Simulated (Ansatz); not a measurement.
**Ge4H11O···Cl: density, localisation and related maps**

```csv
atom,x (Å),y (Å),z (Å)
Ge,-0.3971,-0.1047,-0.3720
Ge,2.0504,-0.8676,0.7415
Ge,0.0074,1.6013,-2.0408
Ge,-2.1375,-0.3108,1.3076
O,-0.1510,-1.6718,-1.2349
H,0.9248,0.4549,0.8228
Cl,0.1894,2.0742,1.2971
H,2.7620,-1.0151,-0.6034
H,1.5071,-2.2046,1.2577
H,2.9503,-0.2036,1.7927
H,-0.1898,0.9784,-3.4347
H,1.4487,2.0865,-1.8721
H,-1.0019,2.7248,-1.7987
H,-1.4750,-0.4916,2.6748
H,-2.9788,-1.5631,0.9719
H,-3.0099,0.9431,1.2479
H,-0.4990,-2.4301,-0.7571
```

A transition-state structure; geometry: PBE0-D4/def2-TZVP.

Theory: RKS PBE0-D4/def2-TZVPP (Ansatz).

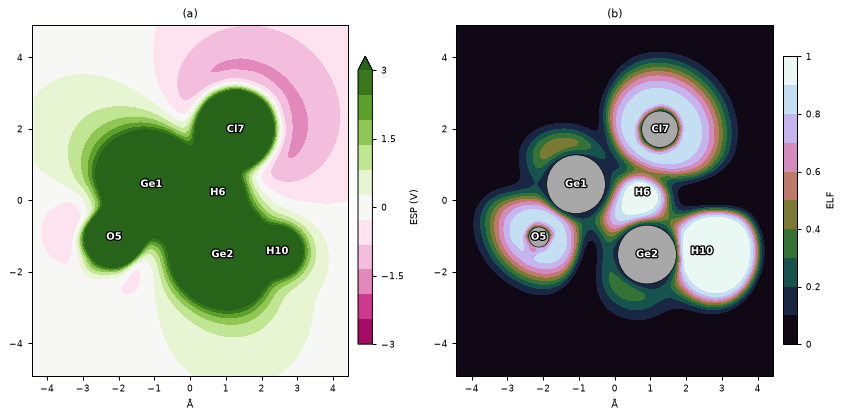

Figure 1. (a) molecular electrostatic potential; (b) electron localisation function on the plane of atoms Ge1, H6 and Ge2. Grey discs cover the atomic cores in the ELF map.

Question: What do the fields say about this system?

Answer: The section cuts through Ge, O, H and Cl sites.
Cl7···H6 (1.84 Å): the ELF climbs to about 1 towards the hydrogen, as it does in any bond to H.
Ge–O (1.81 Å): the ELF peaks at about 0.85 in the valence shell of O, 0.6 Å from its nucleus, and is about 0.30 at the midpoint.
Ge–H (1.53 Å): the ELF climbs to about 1 towards the hydrogen.
The ELF also peaks beside O5, away from the bonds: lone-pair regions.
Outside the dense part of the complex the potential is most negative (−1.5 V) near Cl7.

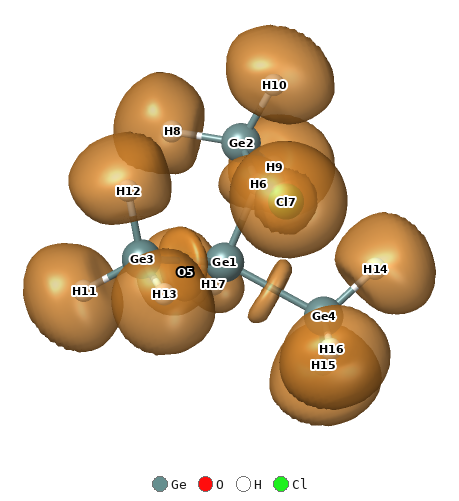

Figure 2. Isosurface of the electron localisation function at 0.75 (orange), seen at a tilt. Only the valence region is drawn (cores and ρ < 0.01 e/Å³ removed).

Question: Describe the localisation domains.

Answer: The ELF exceeds this value in two regions between bonded Ge–Ge atoms (shared pairs), ten regions around hydrogen nuclei, one region wrapped around Cl (its valence shell) and one joined region spread over several atoms (H, O), in which their bonds and any lone pairs are merged.

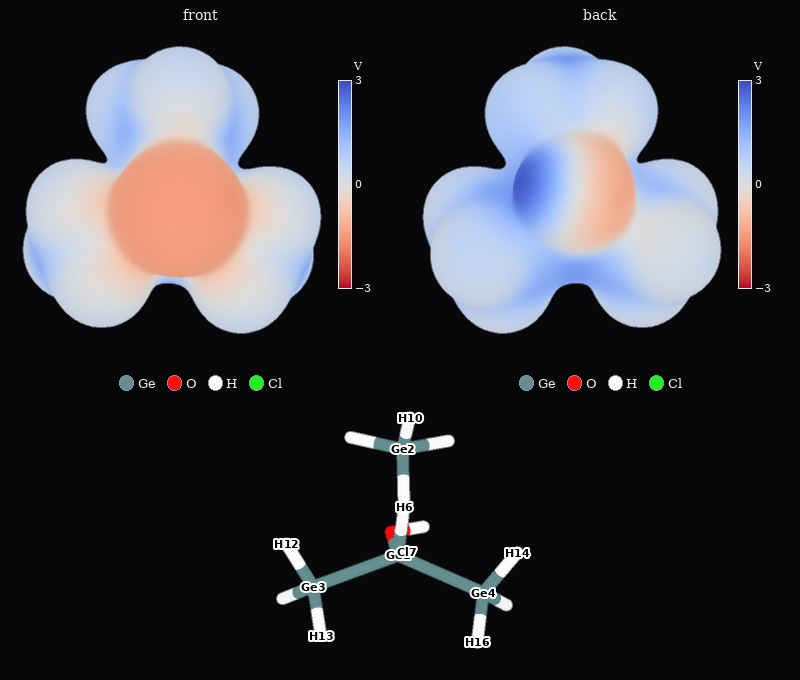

Figure 3. The molecular electrostatic potential painted on the density surface at 0.002 e/bohr³, seen from the front and from behind; the colour scale runs from red (negative) to blue (positive). The bare structure is drawn below in the same view.

Question: Which sites attract a positive test charge, and which a negative one?

Answer: A positive charge is drawn to the negative regions and a negative charge to the positive ones. The most negative region (about −1.5 V) lies over Cl7, the most positive (about +2.6 V) over H17.

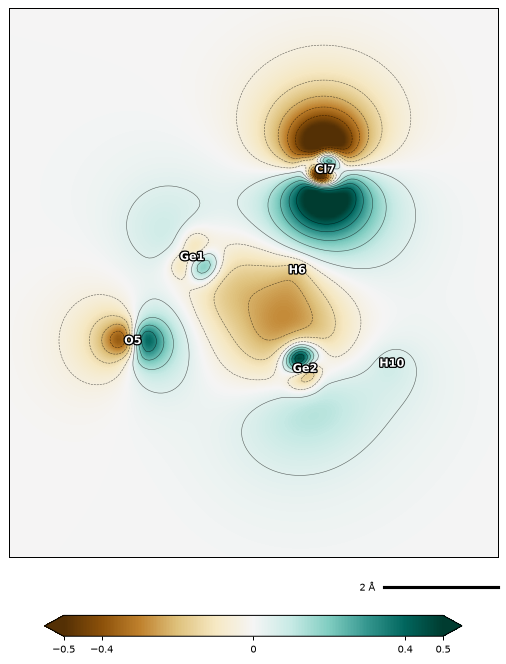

Figure 4. The HOMO on the plane of atoms O5, Ge1 and H6 (values in Å⁻³ᐟ²; the overall sign is arbitrary).

Question: Where does this orbital lie, and at what energy?

Answer: It lies mainly on Cl7 (about 65 %), Ge2 (about 15 %) and Ge1 (about 5 %). Its energy is −7.16 eV.
